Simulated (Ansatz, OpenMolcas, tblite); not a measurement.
# How methods differ on CH6O2Si (SMILES C[SiH](O)O)

CH6O2Si: 10 atoms, total charge 0, spin state singlet. As SMILES, `C[SiH](O)O`. The shape is that of a PBE0-D4/def2-TZVP optimisation. This is one conformer, not always the lowest.

```
atom    x (Å)    y (Å)    z (Å)
   C  -1.2930   0.3478  -0.1464
  Si   0.5175   0.1800   0.2068
   O   0.6504  -1.1560   1.1608
   O   1.4250   0.0585  -1.1616
   H  -1.6811  -0.5498  -0.6356
   H  -1.8534   0.4891   0.7808
   H  -1.4844   1.2038  -0.7974
   H   1.0886   1.3699   0.8847
   H   1.5215  -1.3669   1.4998
   H   1.1921  -0.6276  -1.7889
```

Quantity: the energy change with the C1–H6 bond stretched from 1.093 to 1.257 Å, in eV. The values are calculated.

| level | kind | program | value (eV) |
| --- | --- | --- | --- |
| IPEA1-xTB | semi-empirical | tblite | 0.40 |
| BLYP/cc-pVDZ (restricted) | GGA | Ansatz | 0.25 |
| M06-L/cc-pVDZ (restricted) | meta-GGA | OpenMolcas | 0.32 |
| r2SCAN0/cc-pVDZ (restricted) | hybrid meta-GGA | Ansatz | 0.33 |
| wB97X/cc-pVDZ (restricted) | range-separated hybrid | Ansatz | 0.31 |
| PBE-QIDH/cc-pVDZ (restricted) | double hybrid | Ansatz | 0.33 |
| RPA@PBE/cc-pVDZ (restricted) | RPA | Ansatz | 0.25 |
| MP2/cc-pVDZ (restricted) | perturbation theory | Ansatz | 0.31 |
| CCSD/cc-pVDZ (restricted) | coupled cluster or CI | Ansatz | 0.29 |

The first shape isn't each level's own minimum. The values span 0.25 to 0.40 eV.

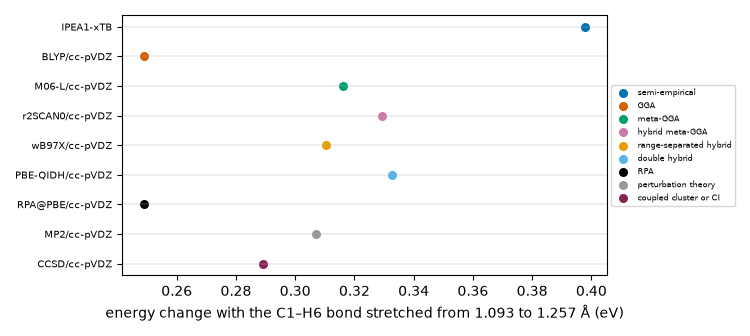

The values of the table, level by level.
